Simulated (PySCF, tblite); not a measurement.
**C5H13NOSi: geometry, infrared bands and NMR shifts**

What infrared bands and NMR shifts should C5H13NOSi (`CNC(=O)CCC[SiH3]`) show?

The runs use tblite 0.8.0 and PySCF 2.14.0, with density-fitted response routines of our own; the level of theory stands in each step. All values are computed, except where a source is named. Atoms are numbered from 0 throughout.

## (1) The starting structure

21 atoms, charge 0, multiplicity 1; geometry from: force field or distance geometry start.

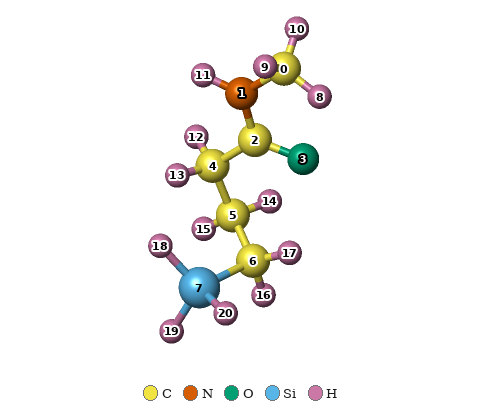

The starting geometry (carbon yellow, nitrogen orange, oxygen teal, silicon blue, hydrogen pink), atoms numbered; sticks join atoms by distance.

## (2) Geometry optimisation with GFN2-xTB

Job settings and geometry (Å):

```
{"job": {"kind": "relax", "xc": "GFN2-xTB", "basis": "xTB"}, "charge": 0, "multiplicity": 1}
C      3.278900     0.413000    -0.670500
N      2.202300    -0.525100    -0.391700
C      1.084500    -0.075100     0.349200
O      1.060400     1.152700     0.694800
C     -0.024000    -1.019600     0.659000
C     -1.142600    -0.379900     1.420400
C     -1.810400     0.773000     0.743600
Si    -2.580000     0.298500    -0.882900
H      2.959000     1.465400    -0.486000
H      3.410100     0.354800    -1.779700
H      4.199000     0.177700    -0.122300
H      2.304100    -1.515500    -0.716000
H      0.328600    -1.899700     1.260500
H     -0.366500    -1.435100    -0.319500
H     -0.672500     0.058000     2.357600
H     -1.854000    -1.137500     1.828900
H     -2.662400     1.066600     1.431100
H     -1.215900     1.662900     0.602100
H     -1.855100    -0.769900    -1.559700
H     -3.961500    -0.144600    -0.530600
H     -2.691100     1.496300    -1.734000
```

Run with:

```bash
$ OMP_NUM_THREADS=1 python probes_run.py task.json out
```

This one command runs all jobs of the session in turn.

Output:

```text
step      E/eV     max force
  0    -708.33319    3.954
  1    -708.69119    3.859
  2    -708.80949    0.962
  3    -708.86516    0.586
  4    -708.91856    0.457
  5    -708.93572    0.499
  6    -708.96798    0.324
  7    -708.97854    0.243
  8    -708.99040    0.234
  9    -709.00112    0.287
 10    -709.01168    0.250
 11    -709.01885    0.149
 12    -709.02371    0.150
 13    -709.02786    0.169
 14    -709.03243    0.188
 15    -709.03682    0.159
 16    -709.04059    0.138
 17    -709.04376    0.139
 18    -709.04661    0.133
 19    -709.04938    0.118
 20    -709.05213    0.123
 21    -709.05462    0.096
 22    -709.05659    0.092
 23    -709.05800    0.080
 24    -709.05912    0.071
 25    -709.06018    0.079
 26    -709.06120    0.082
 27    -709.06213    0.068
 28    -709.06295    0.063
 29    -709.06369    0.056
 30    -709.06447    0.068
 31    -709.06534    0.072
 32    -709.06635    0.071
 33    -709.06746    0.084
 34    -709.06849    0.067
 35    -709.06930    0.058
 36    -709.06988    0.059
 37    -709.07041    0.050
 38    -709.07102    0.059
 39    -709.07175    0.074
 40    -709.07252    0.073
 41    -709.07325    0.063
 42    -709.07393    0.067
 43    -709.07459    0.065
 44    -709.07525    0.065
 45    -709.07592    0.064
 46    -709.07665    0.064
 47    -709.07756    0.082
 48    -709.07873    0.093
 49    -709.08018    0.093
 50    -709.08185    0.085
 51    -709.08362    0.090
 52    -709.08554    0.110
 53    -709.08780    0.120
 54    -709.09040    0.117
 55    -709.09302    0.130
 56    -709.09546    0.112
 57    -709.09759    0.111
 58    -709.09621    0.304
 59    -709.10083    0.114
 60    -709.10226    0.080
 61    -709.10518    0.098
 62    -709.10622    0.076
 63    -709.10733    0.061
 64    -709.10801    0.059
 65    -709.10860    0.089
 66    -709.10935    0.070
 67    -709.11029    0.066
 68    -709.11106    0.057
 69    -709.11166    0.064
 70    -709.11243    0.070
 71    -709.11315    0.077
 72    -709.11377    0.053
 73    -709.11405    0.052
 74    -709.11433    0.040
 75    -709.11456    0.036
 76    -709.11493    0.033
 77    -709.11522    0.036
 78    -709.11552    0.032
 79    -709.11572    0.028
 80    -709.11587    0.029
 81    -709.11605    0.027
 82    -709.11630    0.031
 83    -709.11660    0.041
 84    -709.11692    0.041
 85    -709.11720    0.042
 86    -709.11744    0.031
 87    -709.11763    0.026
 88    -709.11776    0.024
 89    -709.11786    0.019
 90    -709.11797    0.019
 91    -709.11808    0.022
 92    -709.11820    0.041
 93    -709.11832    0.041
 94    -709.11846    0.036
 95    -709.11861    0.023
 96    -709.11874    0.023
 97    -709.11886    0.021
 98    -709.11899    0.025
 99    -709.11914    0.025
100    -709.11931    0.029
101    -709.11947    0.028
102    -709.11960    0.023
103    -709.11974    0.028
104    -709.11992    0.027
105    -709.12012    0.034
106    -709.12030    0.031
107    -709.12043    0.025
108    -709.12055    0.029
109    -709.12068    0.030
110    -709.12081    0.035
111    -709.12091    0.025
112    -709.12098    0.027
113    -709.12104    0.017
114    -709.12109    0.018
115    -709.12116    0.015
116    -709.12121    0.018
117    -709.12128    0.018
118    -709.12136    0.023
119    -709.12145    0.030
120    -709.12156    0.026
121    -709.12168    0.022
122    -709.12179    0.018
123    -709.12186    0.018
124    -709.12192    0.019
125    -709.12199    0.023
126    -709.12209    0.029
127    -709.12223    0.027
128    -709.12240    0.032
129    -709.12257    0.035
130    -709.12277    0.034
131    -709.12300    0.035
132    -709.12339    0.035
133    -709.12375    0.036
134    -709.12408    0.033
135    -709.12434    0.033
136    -709.12461    0.038
137    -709.12487    0.053
138    -709.12518    0.039
139    -709.12543    0.028
140    -709.12557    0.026
141    -709.12572    0.035
142    -709.12590    0.041
143    -709.12612    0.035
144    -709.12633    0.035
145    -709.12659    0.040
146    -709.12696    0.059
147    -709.12746    0.083
148    -709.12798    0.070
149    -709.12838    0.053
150    -709.12872    0.039
151    -709.12904    0.034
152    -709.12950    0.051
153    -709.12985    0.044
154    -709.13008    0.023
155    -709.13021    0.025
156    -709.13032    0.022
157    -709.13040    0.020
158    -709.13046    0.016
159    -709.13051    0.017
160    -709.13057    0.021
161    -709.13064    0.022
162    -709.13073    0.021
163    -709.13083    0.023
164    -709.13094    0.021
165    -709.13103    0.021
166    -709.13111    0.016
167    -709.13119    0.015
168    -709.13126    0.020
169    -709.13134    0.023
170    -709.13145    0.028
171    -709.13159    0.027
172    -709.13175    0.027
173    -709.13195    0.026
174    -709.13217    0.033
175    -709.13243    0.033
176    -709.13274    0.045
177    -709.13308    0.070
178    -709.13331    0.072
179    -709.13359    0.032
180    -709.13374    0.024
181    -709.13386    0.021
182    -709.13393    0.023
183    -709.13400    0.016
184    -709.13403    0.014
185    -709.13407    0.012
186    -709.13410    0.014
187    -709.13414    0.015
188    -709.13417    0.016
189    -709.13422    0.019
190    -709.13428    0.015
191    -709.13435    0.020
192    -709.13442    0.022
193    -709.13452    0.027
194    -709.13464    0.035
195    -709.13477    0.029
196    -709.13486    0.029
197    -709.13493    0.020
198    -709.13499    0.018
199    -709.13508    0.018
200    -709.13518    0.025
201    -709.13528    0.026
202    -709.13539    0.023
203    -709.13552    0.029
204    -709.13567    0.039
205    -709.13581    0.040
206    -709.13596    0.034
207    -709.13612    0.032
208    -709.13634    0.037
209    -709.13661    0.040
210    -709.13686    0.042
211    -709.13706    0.032
212    -709.13720    0.038
213    -709.13723    0.069
214    -709.13747    0.048
215    -709.13766    0.036
216    -709.13801    0.046
217    -709.13852    0.051
218    -709.13884    0.075
219    -709.13946    0.075
220    -709.14074    0.067
221    -709.14226    0.110
222    -709.14268    0.138
223    -709.14194    0.313
224    -709.14301    0.132
225    -709.14320    0.081
226    -709.14444    0.056
227    -709.14454    0.117
228    -709.14503    0.100
229    -709.14534    0.034
230    -709.14595    0.062
231    -709.14642    0.053
232    -709.14655    0.067
233    -709.14685    0.040
234    -709.14705    0.057
235    -709.14732    0.047
236    -709.14753    0.053
237    -709.14774    0.071
238    -709.14799    0.061
239    -709.14829    0.049
240    -709.14862    0.042
241    -709.14900    0.048
242    -709.14728    0.194
243    -709.14949    0.068
244    -709.14973    0.035
245    -709.15014    0.138
246    -709.15039    0.063
247    -709.15062    0.033
248    -709.15089    0.031
249    -709.15101    0.049
250    -709.15121    0.040
251    -709.15150    0.066
252    -709.15159    0.026
253    -709.15167    0.026
254    -709.15173    0.040
255    -709.15178    0.033
256    -709.15184    0.014
257    -709.15188    0.028
258    -709.15192    0.011
259    -709.15194    0.015
260    -709.15196    0.013
261    -709.15197    0.009
```

Wall time 2 s (1 thread of Arm Neoverse V1, shared host).

Relaxation path: (not every step is listed)

```tsv
step	energy from step 0 (eV)	largest force (eV/Å)
0	0.0000	3.9542
1	-0.3580	3.8588
2	-0.4763	0.9616
3	-0.5320	0.5861
4	-0.5854	0.4574
5	-0.6025	0.4988
6	-0.6348	0.3237
7	-0.6454	0.2434
8	-0.6572	0.2343
32	-0.7332	0.0710
56	-0.7623	0.1116
80	-0.7827	0.0295
104	-0.7867	0.0273
128	-0.7892	0.0319
152	-0.7963	0.0515
176	-0.7996	0.0452
200	-0.8020	0.0247
224	-0.8098	0.1315
248	-0.8177	0.0309
256	-0.8187	0.0145
257	-0.8187	0.0279
258	-0.8187	0.0114
259	-0.8188	0.0152
260	-0.8188	0.0132
261	-0.8188	0.0086
```

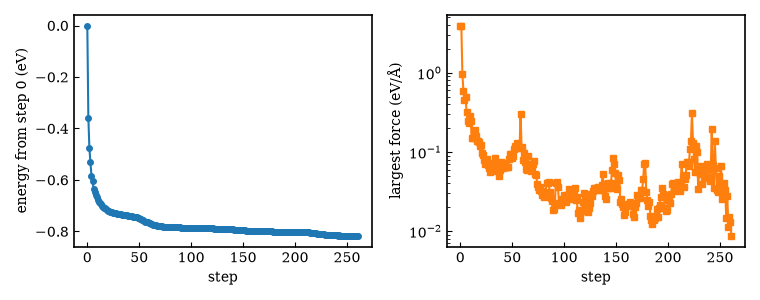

Energy and largest force along the relaxation.

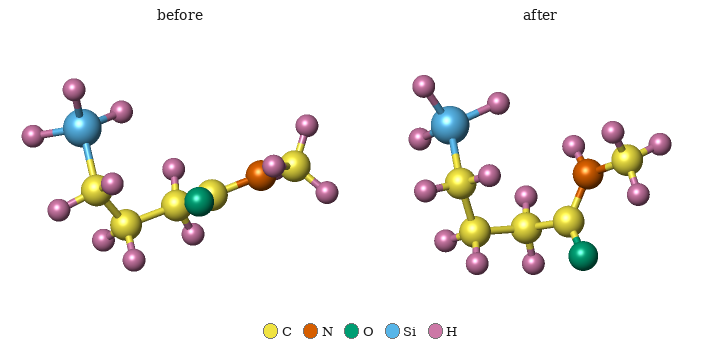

Before and after, at one scale.

Close pairs (by a distance rule), those that changed most:

```tsv
bond	before (Å)	after (Å)	change (Å)
C2–O3	1.276	1.213	-0.063
N1–C2	1.415	1.353	-0.061
C5–H14	1.136	1.093	-0.043
C6–Si7	1.861	1.902	+0.041
C6–H16	1.133	1.093	-0.041
N1–H11	1.047	1.007	-0.040
C4–C5	1.497	1.532	+0.035
C5–C6	1.494	1.528	+0.033
```

The final coordinates are the input of the step that follows.

## (3) Harmonic vibrations with GFN2-xTB

Job settings and geometry (Å):

```
{"job": {"kind": "ir", "xc": "GFN2-xTB", "basis": "xTB"}, "charge": 0, "multiplicity": 1}
C      2.771106     0.542791    -0.847979
N      1.617801    -0.204455    -0.411100
C      1.280617    -0.326718     0.893778
O      1.938777     0.160756     1.788838
C      0.001901    -1.106990     1.144392
C     -1.124941    -0.145283     1.533221
C     -1.497942     0.827826     0.415971
Si    -2.223143     0.027868    -1.149989
H      3.298928     0.873605     0.045220
H      2.473025     1.414743    -1.434713
H      3.432168    -0.083973    -1.449047
H      1.019156    -0.595832    -1.120101
H      0.187087    -1.785926     1.978749
H     -0.281890    -1.691587     0.268484
H     -0.797342     0.418921     2.410482
H     -2.005010    -0.726862     1.818528
H     -2.238615     1.525616     0.813954
H     -0.623188     1.430497     0.163012
H     -1.180811    -0.611872    -1.967703
H     -3.202889    -0.992902    -0.775723
H     -2.853714     1.066719    -1.964041
```

Output:

```text
mode    cm-1     km/mol
  1      28.8     10.96
  2      58.3      2.07
  3      71.7      0.77
  4     121.3      0.51
  5     127.2      0.24
  6     156.3      1.57
  7     188.0      8.34
  8     269.0      4.80
  9     282.7      6.78
 10     383.4      4.69
 11     428.1     10.32
 12     464.6    114.03
 13     515.6     49.83
 14     549.3     62.65
 15     603.9      5.30
 16     680.6      9.00
 17     712.3     11.57
 18     760.7      7.51
 19     779.9    286.69
 20     799.6    258.88
 21     816.2    274.05
 22     869.2      2.42
 23     894.4      9.50
 24     967.8      2.01
 25    1009.5      3.74
 26    1084.1     64.42
 27    1103.6     12.62
 28    1106.7      9.00
 29    1121.2     13.00
 30    1129.3      6.29
 31    1148.6      5.70
 32    1217.7     46.97
 33    1243.5      0.29
 34    1293.8      8.82
 35    1317.1      5.22
 36    1347.8      5.93
 37    1392.3      4.52
 38    1426.2    174.06
 39    1464.5     10.34
 40    1465.3      3.92
 41    1480.7      0.58
 42    1485.2     14.32
 43    1492.1      5.36
 44    1740.6    454.27
 45    2191.2    375.37
 46    2267.0    280.52
 47    2274.6    307.04
 48    2956.4      8.80
 49    2961.6     49.35
 50    2962.9     34.64
 51    2973.8     51.02
 52    2980.9     23.25
 53    2984.5     41.08
 54    2985.8     78.26
 55    2992.1     24.32
 56    3032.7      3.72
 57    3459.0      4.88
```

Run time: 0.84 s. Hardware: 1 thread of Arm Neoverse V1, shared host.

The strongest bands and the atoms that carry them (share of the mass-weighted mode):

```tsv
cm⁻¹	km/mol	atoms
780	286.7	H19 41 %, H20 40 %
800	258.9	H18 45 %, H19 42 %
816	274.1	H18 47 %, H20 41 %
1426	174.1	N1 37 %, C2 21 %, H11 20 %
1741	454.3	C2 64 %, O3 33 %
2191	375.4	H18 96 %
2267	280.5	H19 97 %
2275	307.0	H20 97 %
```

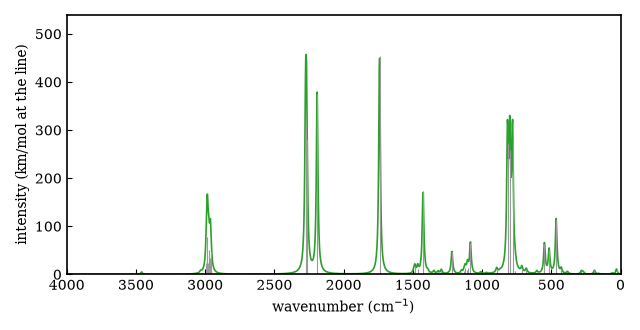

The infrared spectrum from these modes, unscaled. Lines are broadened to a width of 14 cm⁻¹ (Lorentzian).

## (4) Shielding tensors: PBE0/pcSseg-1

Same as in step 3 but for these lines:

```diff
@@ -1,2 +1,2 @@
-{"job": {"kind": "ir", "xc": "GFN2-xTB", "basis": "xTB"}, "charge": 0, "multiplicity": 1}
+{"job": {"kind": "nmr", "xc": "PBE0", "basis": "pcSseg-1"}, "charge": 0, "multiplicity": 1}
 C      2.771106     0.542791    -0.847979
```

Method: GIAO PBE0/pcSseg-1 NMR shielding, non-relativistic, gas phase.

Output:

```text
coarse grid: 17264 points
cycle   1  E = -617.0761048946  dE =  8.822e-01  |g| = 8.590e-01  |ddm| = 3.923e+00
cycle   2  E = -616.5899048828  dE =  4.862e-01  |g| = 1.776e+00  |ddm| = 2.515e+00
cycle   3  E = -617.2187957869  dE = -6.289e-01  |g| = 2.133e-01  |ddm| = 1.956e+00
cycle   4  E = -617.2277699319  dE = -8.974e-03  |g| = 8.504e-02  |ddm| = 2.275e-01
cycle   5  E = -617.2293376713  dE = -1.568e-03  |g| = 1.651e-02  |ddm| = 7.064e-02
cycle   6  E = -617.2293916916  dE = -5.402e-05  |g| = 6.043e-03  |ddm| = 1.580e-02
cycle   7  E = -617.2293992431  dE = -7.552e-06  |g| = 1.356e-03  |ddm| = 5.159e-03
final grid: 160008 points
cycle   8  E = -617.2846881575  dE = -3.429e-05  |g| = 1.370e-02  |ddm| = 3.267e-02
cycle   9  E = -617.2846025625  dE =  8.559e-05  |g| = 2.509e-02  |ddm| = 2.826e-02
cycle  10  E = -617.2847256581  dE = -1.231e-04  |g| = 2.932e-03  |ddm| = 1.986e-02
cycle  11  E = -617.2847274892  dE = -1.831e-06  |g| = 3.082e-04  |ddm| = 2.474e-03
cycle  12  E = -617.2847275088  dE = -1.962e-08  |g| = 1.313e-04  |ddm| = 4.191e-04
cycle  13  E = -617.2847275126  dE = -3.810e-09  |g| = 3.439e-05  |ddm| = 1.215e-04
cycle  14  E = -617.2847275129  dE = -2.456e-10  |g| = 9.941e-06  |ddm| = 3.385e-05
converged SCF energy = -617.2847275129

GIAO shielding tensors (ppm)
atom      isotropic    diamagn.    paramagn.     s11        s22        s33       span
  0 C      161.193     242.609     -81.416    132.697    162.869    188.013     55.316
  1 N      140.012     330.365    -190.353     43.091    156.181    220.764    177.674
  2 C       14.266     249.618    -235.353    -75.821     22.342     96.277    172.099
  3 O      -57.549     400.908    -458.457   -355.790   -183.482    366.624    722.414
  4 C      146.268     252.586    -106.317    131.833    139.686    167.286     35.453
  5 C      159.027     247.525     -88.498    153.337    159.616    164.127     10.790
  6 C      178.516     252.607     -74.091    168.858    175.296    191.393     22.535
  7 Si     421.381     880.641    -459.260    382.968    412.157    469.018     86.050
  8 H       27.260      28.651      -1.391     22.782     27.478     31.521      8.739
  9 H       29.285      29.083       0.202     23.327     28.262     36.265     12.938
 10 H       29.293      26.718       2.575     23.701     27.273     36.906     13.205
 11 H       26.920      37.918     -10.997     20.389     30.113     30.260      9.871
 12 H       29.371      30.698      -1.327     25.597     27.421     35.096      9.498
 13 H       30.090      34.206      -4.115     28.599     29.209     32.463      3.864
 14 H       29.305      31.038      -1.733     24.491     27.711     35.713     11.222
 15 H       30.187      31.124      -0.937     25.311     28.743     36.507     11.197
 16 H       30.727      30.259       0.468     24.921     28.686     38.575     13.654
 17 H       30.871      33.885      -3.014     26.542     30.252     35.818      9.276
 18 H       27.815      31.232      -3.416     23.762     27.924     31.760      7.997
 19 H       28.017      29.740      -1.723     24.805     25.950     33.295      8.490
 20 H       27.824      29.381      -1.557     24.611     25.166     33.696      9.085
```

Wall time 44 s (1 thread of Arm Neoverse V1, shared host); peak memory 1 GiB.

The references, computed at this level on geometries of the same kind, shield at (ppm): 1H TMS 31.72, 13C TMS 186.9, 29Si TMS 349.2, 15N NH3 267.7, 17O H2O 336.1. Their shielding less the atom's gives the shift. The references are single molecules in the gas phase, so shifts against H2O, NH3, PH3, H3PO4 or CFCl3 are not on the usual liquid scales and can be off by tens of ppm. Atoms listed in one row are averaged.

```tsv
atoms	environment	σ (ppm)	δ (ppm)	δ scaled to CDCl3
C2	amide carbonyl carbon	14.3	172.7	166.6
C4	sp3 CH2 α to a carbonyl	146.3	40.7	37.8
C5	sp3 CH2	159.0	27.9	25.3
C0	methyl carbon bonded to N	161.2	25.7	23.2
C6	sp3 CH2 bonded to Si	178.5	8.4	6.3
H11	hydrogen on an amide-type nitrogen	26.92	4.80	–
H18, H19, H20	hydrogen on a silicon bonded to C	27.89	3.83	–
H8, H9, H10	hydrogen on a methyl carbon bonded to N	28.61	3.10	3.03
H12, H13	hydrogen on an sp3 CH2 α to a carbonyl	29.73	1.99	1.98
H14, H15	hydrogen on an sp3 CH2	29.75	1.97	1.96
H16, H17	hydrogen on an sp3 CH2 bonded to Si	30.80	0.92	0.97
N1	amide-type nitrogen	140.0	127.7	–
O3	amide-type carbonyl oxygen	-57.5	393.6	–
Si7	silicon bonded to C, 3 H	421.4	-72.2	–
```

The scaled column applies a straight-line fit of computed shieldings to shifts measured in CDCl3 (root-mean-square error 0.16 ppm for H, 1.9 ppm for C).

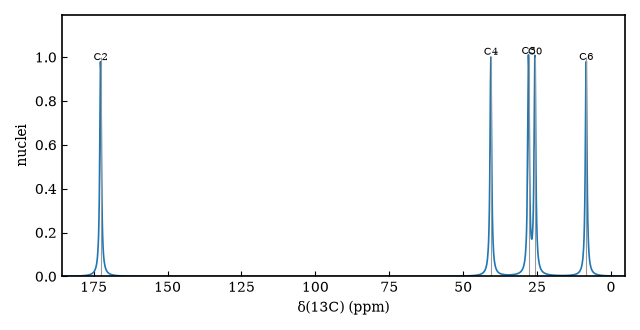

13C lines at the computed shifts, without couplings. Lines are broadened to a width of 0.66 ppm (Lorentzian).

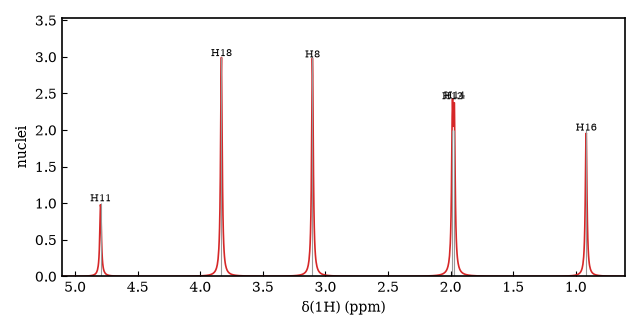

1H lines at the computed shifts, without couplings. Lines are broadened to a width of 0.02 ppm (Lorentzian).

The run also stored atomic charges by several schemes (e):

```tsv
atoms	Mulliken	IAO	Hirshfeld	ESP fit
C0	-0.09	-0.32	-0.06	-0.13
N1	-0.52	-0.34	-0.10	-0.40
C2	0.41	0.43	0.17	0.58
O3	-0.44	-0.52	-0.29	-0.52
C4	-0.23	-0.31	-0.08	-0.46
C5	-0.22	-0.24	-0.06	0.18
C6	-0.53	-0.54	-0.16	-0.27
Si7	0.47	0.59	0.31	0.37
```

ESP fit charges:

C0 -0.13; N1 -0.40; C2 0.58; O3 -0.52; C4 -0.46; C5 0.18; C6 -0.27; Si7 0.37; H8 0.11; H9 0.08; H10 0.08; H11 0.29; H12 0.15; H13 0.10; H14 0.00; H15 0.01; H16 0.07; H17 0.09; H18 -0.12; H19 -0.09; H20 -0.11

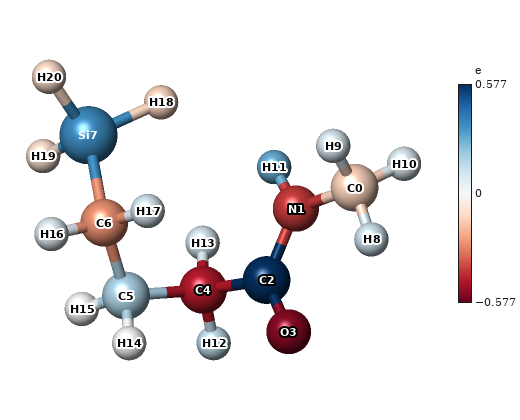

ESP fit charges, as colours on the atoms.

Mayer bond orders: C0–N1 0.94, N1–C2 1.13, C2–O3 1.91, C2–C4 0.95, C4–C5 1.04, C5–C6 1.03, C6–Si7 0.92.

## (5) What came out

```
                                                              quantity                                   value
                             strongest single infrared mode (GFN2-xTB)                   1741 cm⁻¹, 454 km/mol
                                          zero-point energy (GFN2-xTB)                          106.7 kcal/mol
                                13C shifts against TMS (PBE0/pcSseg-1)        172.7, 40.7, 27.9, 25.7, 8.4 ppm
1H shifts against TMS (PBE0/pcSseg-1, means over atoms taken as alike)  4.80, 3.83, 3.10, 1.99, 1.97, 0.92 ppm
                                15N shifts against NH3 (PBE0/pcSseg-1)                               127.7 ppm
                                17O shifts against H2O (PBE0/pcSseg-1)                               393.6 ppm
                               29Si shifts against TMS (PBE0/pcSseg-1)                               -72.2 ppm
```

**Reading.** Over 261 steps the energy fell by 0.819 eV; of the close pairs, C2–O3 changed most, 1.276 to 1.213 Å. All 57 modes are real, so the xTB geometry is a minimum. The strongest single mode, at 1741 cm⁻¹, moves mainly C2 and O3. Unscaled tight-binding wavenumbers are off by several per cent, some by more. Its intensities can rank the bands wrongly. At PBE0/pcSseg-1: The largest span, 722 ppm, is at O3, where the paramagnetic term is -458 ppm.
